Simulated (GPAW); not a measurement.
## Si L₃ ELNES/XANES of SiO2 (Quartz, P3_121) from DFT

What does one-electron theory with a core hole give for the Si L₃ edge of SiO2 (Quartz, P3_121)?

Program: GPAW 26.7.0. Level of theory: X-ray absorption from dipole matrix elements to empty bands, plane-wave PAW PBE. Results are calculated unless marked as measured.

### Step 1. The starting structure

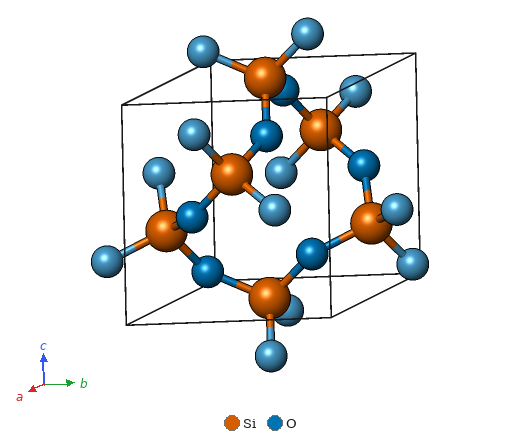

The starting structure, seen slightly off an axis (silicon orange, oxygen blue). Some periodic images of atoms are drawn too.

Coordinates:

```cif
data_structure
_symmetry_space_group_name_H-M 'P3_121'
_symmetry_Int_Tables_number 152
_cell_length_a 4.9158
_cell_length_b 4.9158
_cell_length_c 5.4091
_cell_angle_alpha 90.000
_cell_angle_beta 90.000
_cell_angle_gamma 120.000
_cell_volume 113.20
loop_
_atom_site_label
_atom_site_type_symbol
_atom_site_symmetry_multiplicity
_atom_site_Wyckoff_symbol
_atom_site_fract_x
_atom_site_fract_y
_atom_site_fract_z
_atom_site_occupancy
Si1 Si 3 a 0.46970 0.46970 0.00000 1
O1 O 6 c 0.85380 0.26800 0.45233 1
```

### Step 2. Ground state of the crystal

The ground state comes first: it tells whether the system has a gap, which decides how the excited electron is treated.

The input, scf.py:

```python
import numpy as np
from ase import Atoms
from ase.parallel import parprint, paropen
from gpaw import GPAW, PW, FermiDirac, Mixer, MixerDif, setup_paths
from gpaw.test import gen
setup_paths.insert(0, '.')
gen('Si', name='nch2p', xcname='PBE', corehole=(2, 1, 0), write_xml=True)
from gpaw.mpi import world
world.barrier()

atoms = Atoms('Si3O6',
    cell=[[4.9158, 0, 0],
     [-2.4579, 4.25720768, 0],
     [0, 0, 5.4091]],
    scaled_positions=[[0.4697, 0.4697, 0],
     [0, 0.5303, 0.66666667],
     [0.5303, 0, 0.33333333],
     [0.8538, 0.268, 0.45233333],
     [0.732, 0.5858, 0.78566667],
     [0.4142, 0.1462, 0.119],
     [0.268, 0.8538, 0.54766667],
     [0.5858, 0.732, 0.21433333],
     [0.1462, 0.4142, 0.881]],
    pbc=True)
atoms.calc = calc = GPAW(legacy_gpaw=True, mode=PW(500), xc='PBE', setups={0: 'nch2p'},
    kpts={'size': (5, 5, 4), 'gamma': True}, occupations=FermiDirac(0.05),
    charge=0, mixer=Mixer(0.1, 5, 50), maxiter=150,
    convergence={'density': 0.0001}, txt='scf.txt')
energy = atoms.get_potential_energy() + calc.get_reference_energy()
ef = calc.get_fermi_level()
out = dict(energy=energy, fermi=ef, forces=atoms.get_forces().tolist())
parprint(f'all-electron energy {energy:.4f} eV, Fermi level {ef:.4f} eV')
ev = np.array([[calc.get_eigenvalues(k, s) for k in range(len(calc.get_ibz_k_points()))] for s in range(calc.get_number_of_spins())])
out['homo'], out['lumo'], out['counts'] = ev[ev < ef].max(), ev[ev > ef].min(), sorted(set((ev < ef).sum((0, 2)).tolist()))
out['filled'] = (ev[:, 0] < ef).sum(1).tolist()
import json
with paropen('out.json', 'w') as f:
    json.dump(out, f)
```

The run is started by

```console
$ OMP_NUM_THREADS=1 mpirun -n 2 gpaw python scf.py
```

Numbers of over 12 decimals in the logs are rounded to 6 here.

The program printed:

```text
Input parameters:
  convergence: {density: 0.0001}
  kpts: {gamma: True,
         size: (5, 5, 4)}
  maxiter: 150
  mixer: {backend: pulay,
          beta: 0.1,
          method: separate,
          nmaxold: 5,
          weight: 50}
  mode: {ecut: 500.0,
         name: pw}
  occupations: {fixmagmom: False,
                name: fermi-dirac,
                width: 0.05}
  setups: {0: nch2p}
  xc: PBE

Initialize ...

[... PAW data sets ...]

Reference energy: -35904.146801  # eV

Spin-paired calculation

[... convergence settings ...]
Symmetries present (total): 2
  [... symmetry matrices ...]

100 k-points: 5 x 5 x 4 Monkhorst-Pack grid + [0.000000,0.000000,1/8]
33 k-points in the irreducible part of the Brillouin zone
       k-points in crystal coordinates                weights
   0:     0.00000000    0.00000000    0.00000000          1/100
   1:     0.00000000    0.00000000    0.25000000          2/100
   2:     0.00000000    0.00000000    0.50000000          1/100
   3:     0.20000000   -0.20000000   -0.25000000          2/100
   4:     0.20000000   -0.20000000    0.00000000          2/100
   5:     0.20000000   -0.20000000    0.25000000          2/100
   6:     0.20000000   -0.20000000    0.50000000          2/100
   7:     0.20000000    0.00000000   -0.25000000          4/100
   8:     0.20000000    0.00000000    0.00000000          4/100
   9:     0.20000000    0.00000000    0.25000000          4/100
          ...
  32:     0.40000000    0.40000000    0.50000000          2/100

Wave functions: Plane wave expansion
  Cutoff energy: 500.000 eV
  Number of coefficients (min, max): 2840, 2891
  Pulay-stress correction: 0.000000 eV/Ang^3 (de/decut=0.000000)
  Using FFTW library
  Wavefunction extrapolation:
    Improved wavefunction reuse through dual PAW basis

Occupation numbers: Fermi-Dirac:
  width: 0.0500  # eV

Eigensolver
   Davidson(niter=2)

Densities:
  Coarse grid: 27*27*28 grid
  Fine grid: 54*54*56 grid
  Total Charge: 0.000000

Density mixing:
  Method: separate
  Backend: pulay
  Linear mixing parameter: 0.1
  old densities: 5
  Width of damping distribution: 1.1
  Damping of long wavelength oscillations: 50

[... Hamiltonian set-up ...]
Number of atoms: 9
Number of atomic orbitals: 36
Number of bands in calculation: 33
Number of valence electrons: 48
Bands to converge: occupied

... initialized

Initializing position-dependent things.

Density initialized from atomic densities
Creating initial wave functions:
  33 bands from LCAO basis set

           O      O
         SiO

                    O
               O
                 Si
               Oi

Atomic positions and initial magnetic moments

Positions:
   0 Si     1.154476    1.999610    0.000000    ( 0.0000,  0.0000,  0.0000)
   1 Si    -1.303424    2.257597    3.606067    ( 0.0000,  0.0000,  0.0000)
   2 Si     2.606849    0.000000    1.803033    ( 0.0000,  0.0000,  0.0000)
   3 O      3.538393    1.140932    2.446716    ( 0.0000,  0.0000,  0.0000)
   4 O      2.158528    2.493872    4.249750    ( 0.0000,  0.0000,  0.0000)
   5 O      1.676779    0.622404    0.643683    ( 0.0000,  0.0000,  0.0000)
   6 O     -0.781121    3.634804    2.962384    ( 0.0000,  0.0000,  0.0000)
   7 O      1.080493    3.116276    1.159350    ( 0.0000,  0.0000,  0.0000)
   8 O     -0.299372    1.763335    4.765417    ( 0.0000,  0.0000,  0.0000)

Unit cell:
           periodic     x           y           z      points  spacing
  1. axis:    yes    4.915800    0.000000    0.000000    27     0.1577
  2. axis:    yes   -2.457900    4.257208    0.000000    27     0.1577
  3. axis:    yes    0.000000    0.000000    5.409100    28     0.1932

  Lengths:   4.915800   4.915800   5.409100
  Angles:   90.000000  90.000000 120.000000

Effective grid spacing dv^(1/3) = 0.1770

iter:   1   -76.693623
iter:   2   -72.978911   -1.24  -0.72
iter:   3   -68.733068   -0.82  -0.82
iter:   4   -68.873382   -2.01  -1.22
iter:   5   -68.944523   -2.25  -1.42
iter:   6   -68.941423   -3.05  -2.28
iter:   7   -68.936629c  -3.92  -2.26
iter:   8   -68.934618c  -3.54  -2.49
iter:   9   -68.935062c  -3.72  -2.78
iter:  10   -68.933342c  -4.45  -2.68
iter:  11   -68.933315c  -5.40  -3.48
iter:  12   -68.933314c  -7.13  -4.04c
iter:  13   -68.933313c  -8.08c -4.14c

Converged after 13 iterations.

Dipole moment: (0.000059, 0.000102, 0.000000) |e|*Ang

Energy contributions relative to reference atoms: (reference = -35904.146801)

Kinetic:        +79.055165
Potential:      -68.666001
External:        +0.000000
XC:             -79.355031
Entropy (-ST):   -0.000000
Local:           +0.032554
SIC:             +0.000000
--------------------------
Free energy:    -68.933313
Extrapolated:   -68.933313

Showing only first 2 kpts
 Kpt  Band  Eigenvalues  Occupancy
  0    22      1.08706    2.00000
  0    23      1.08714    2.00000
  0    24      7.40376    0.00000
  0    25     10.69143    0.00000

  1    22      1.17277    2.00000
  1    23      1.30828    2.00000
  1    24      8.00635    0.00000
  1    25     10.52164    0.00000

Fermi level: 2.57092

Gap: 6.013 eV
Transition (v -> c):
  (s=0, k=30, n=23, [0.40, 0.40, 0.00]) -> (s=0, k=0, n=24, [0.00, 0.00, 0.00])
Direct/indirect transitions are different
Direct gap: 6.317 eV
Transition at: (s=0, k=0, n=23, [0.00, 0.00, 0.00])

Forces in eV/Ang:
  0 Si    0.01772    0.03070    0.00000
  1 Si    0.01818   -0.02941    0.00078
  2 Si   -0.03456    0.00104   -0.00078
  3 O     0.55174   -0.01010   -0.29179
  4 O    -0.26754    0.48357   -0.28063
  5 O    -0.28582   -0.47434   -0.30231
  6 O    -0.28462    0.47277    0.29179
  7 O     0.55256    0.01009    0.28063
  8 O    -0.26788   -0.48470    0.30231
Scalar-relativistic atomic PBE calculation for Si (Silicon, Z=14)
Core hole in 2p state (2p occupation: 6.0)
450 radial gridpoints.
|------------------------------------------------|
|------------------------------------------------|
[... the atom generator's iteration count ...]

Energy contributions:
-------------------------
Kinetic:     +290.505138
XC:           -20.648327
Potential:   -559.674629
-------------------------
Total:       -289.817817

state      eigenvalue         ekin         rmax
-----------------------------------------------
1s^2.0 :   -65.623113    92.786473        0.073
2s^2.0 :    -5.126087    13.134468        0.455
2p^6.0 :    -3.511732    12.248328        0.388
3s^2.0 :    -0.397334     1.579131        1.789
3p^2.0 :    -0.149969     1.007513        2.155
-----------------------------------------------
(units: Bohr and Hartree)

Generating PAW setup
Kinetic energy of the core from tauc = 285.948705
Cutoffs:
rc(s)=2.000
rc(p)=2.000
rc(d)=2.000
rc(vbar)=1.800
rc(comp)=2.000
rc(nct)=2.000

Kinetic energy of the core states: 285.331851
Charge: 0.0
Core electrons: 10.0
Valence electrons: 4.0
Pseudo-core charge: 0.181389
Shape function alpha=2.500
Pseudo-electron charge 4.411452
state    eigenvalue         norm
--------------------------------
3s(2) :    -0.397334     1.109262
*s    :     0.602666
3p(2) :    -0.149969     1.005769
*p    :     0.850031
*d    :     0.000000
--------------------------------

Diagonalizing with gridspacing h=0.050

state   all-electron     PAW
-------------------------------
3s:      -0.397334    -0.397486
3p:      -0.149969    -0.150100
*d:                    0.031888
*f:                    0.068154
-------------------------------
all-electron energy -35973.0801 eV, Fermi level 2.5709 eV
```

It took 31 s on 2 MPI ranks of Arm Neoverse V2, shared host; peak memory 0.24 GiB.

The mesh shows a gap of 6.01 eV, so the hole is first treated in a charged cell, without the excited electron.

### Step 3. Reference energy of the cell

The photon energy needs a difference of total energies, so the cell and mesh of the coming hole run are first run without a hole.

This run holds the same structure in another cell (γ 120.0 → 60.0°).

Changes to scf.py since step 2:

```diff
@@ -11,17 +11,17 @@
 atoms = Atoms('Si3O6',
-    cell=[[4.9158, 0, 0],
-     [-2.4579, 4.25720768, 0],
-     [0, 0, 5.4091]],
-    scaled_positions=[[0.4697, 0.4697, 0],
-     [0, 0.5303, 0.66666667],
-     [0.5303, 0, 0.33333333],
-     [0.8538, 0.268, 0.45233333],
-     [0.732, 0.5858, 0.78566667],
-     [0.4142, 0.1462, 0.119],
-     [0.268, 0.8538, 0.54766667],
-     [0.5858, 0.732, 0.21433333],
-     [0.1462, 0.4142, 0.881]],
+    cell=[[2.4579, -4.25720768, 0],
+     [-2.4579, -4.25720768, 0],
+     [0, 0, -5.4091]],
+    scaled_positions=[[0, 0.5303, 0],
+     [0.4697, 0, 0.33333333],
+     [0.5303, 0.4697, 0.66666667],
+     [0.5858, 0.1462, 0.54766667],
+     [0.1462, 0.268, 0.21433333],
+     [0.268, 0.5858, 0.881],
+     [0.4142, 0.732, 0.45233333],
+     [0.8538, 0.4142, 0.78566667],
+     [0.732, 0.8538, 0.119]],
     pbc=True)
 atoms.calc = calc = GPAW(legacy_gpaw=True, mode=PW(500), xc='PBE', setups={0: 'nch2p'},
-    kpts={'size': (5, 5, 4), 'gamma': True}, occupations=FermiDirac(0.05),
+    kpts={'size': (4, 4, 4), 'gamma': True}, occupations=FermiDirac(0.02),
     charge=0, mixer=Mixer(0.1, 5, 50), maxiter=150,
```

The program printed:

```text
Input parameters:
  convergence: {density: 0.0001}
  kpts: {gamma: True,
         size: (4, 4, 4)}
  maxiter: 150
  mixer: {backend: pulay,
          beta: 0.1,
          method: separate,
          nmaxold: 5,
          weight: 50}
  mode: {ecut: 500.0,
         name: pw}
  occupations: {fixmagmom: False,
                name: fermi-dirac,
                width: 0.02}
  setups: {0: nch2p}
  xc: PBE

Initialize ...

[...]
--------------------------------
3s(2) :    -0.397334     1.109262
*s    :     0.602666
3p(2) :    -0.149969     1.005769
*p    :     0.850031
*d    :     0.000000
--------------------------------

Diagonalizing with gridspacing h=0.050

state   all-electron     PAW
-------------------------------
3s:      -0.397334    -0.397486
3p:      -0.149969    -0.150100
*d:                    0.031888
*f:                    0.068154
-------------------------------
all-electron energy -35973.0835 eV, Fermi level 2.2662 eV
[key lines of the parts left out:]
Converged after 13 iterations.
Dipole moment: (-0.000021, -0.000036, 0.000000) |e|*Ang
Free energy:    -68.936662
Fermi level: 2.26618
```

It took 23 s on 2 MPI ranks; peak memory 0.23 GiB.

Reference energy: -35973.084 eV with the cores included.

(Part 1 of 2 ends here.)

[Banner, clock and machine lines of the logs are left out without a mark of their own.]

[Logs are printed without paths, hosts, clocks, repeated set-up lines and the standing remarks that a program may print on its own settings, such as how far it seeks lower states.]

[Hosts, paths, dates, database ids (printed as entryN), source tags and the programs' standing remarks are cut or masked in the printed files.]

[Lists of maxima count a maximum above −3 eV only where it reaches 4 % of the highest in the window and stands out from its surroundings by 2 % of it (1.5 % where it reaches 55 %); shoulders and weaker maxima are passed over, and of the rest the first, up to two pre-edge ones and the few strongest are named.]
